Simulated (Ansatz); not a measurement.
Consider Cl₂F₂Hf···HCl.

```yaml
atoms:
  - { symbol: Hf, position_ang: [0.4918, -0.3456, -0.3429] }
  - { symbol: Cl, position_ang: [-0.6747, -0.5235, 2.6868] }
  - { symbol: Cl, position_ang: [1.7293, -0.0837, -2.3383] }
  - { symbol: F, position_ang: [-0.1027, 1.4182, 0.0577] }
  - { symbol: Cl, position_ang: [-1.2794, -1.8416, -0.8534] }
  - { symbol: F, position_ang: [1.7721, -1.0692, 0.8847] }
  - { symbol: H, position_ang: [0.3792, -1.1213, 3.0879] }
```

Core potentials replace the inner electrons of Hf.

All numbers below come from RHF/def2-SVP in Ansatz 0.2.0.

Q: What can the converged electron density and electron localisation function tell about the bonding?

A: Hf–F (1.90 Å): the density is about 0.86 e/Å³ at the midpoint; the ELF peaks at about 0.85 in the valence shell of F, 0.5 Å from its nucleus, and drops to about 0.15 between the two atoms.
Hf–Cl (2.36 Å): ρ at the midpoint is about 0.56 e/Å³; the ELF peaks at about 0.85 in the valence shell of Cl, 0.8 Å from its nucleus, and is about 0.35 at the midpoint.

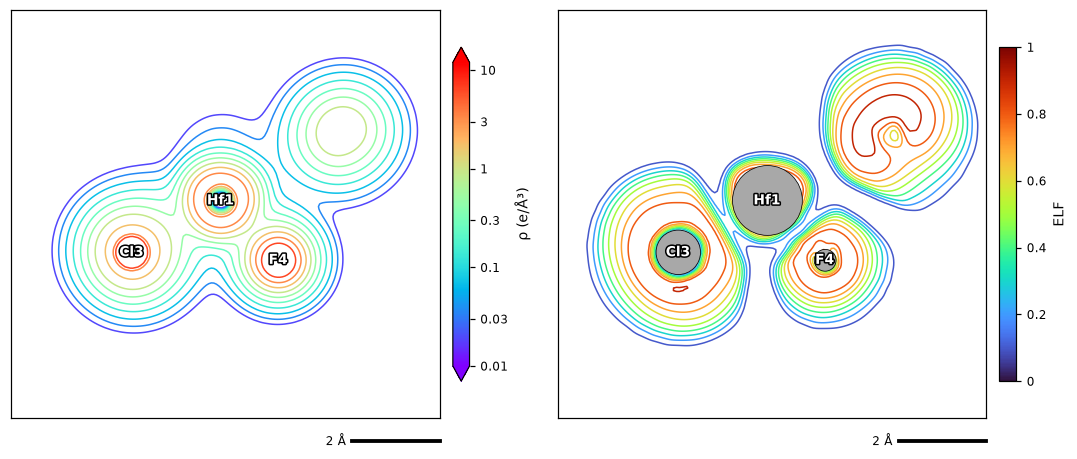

Computed electron density and electron localisation function on the plane of atoms Cl3, Hf1 and F4, in this order. Grey discs cover the atomic cores in the ELF map. 
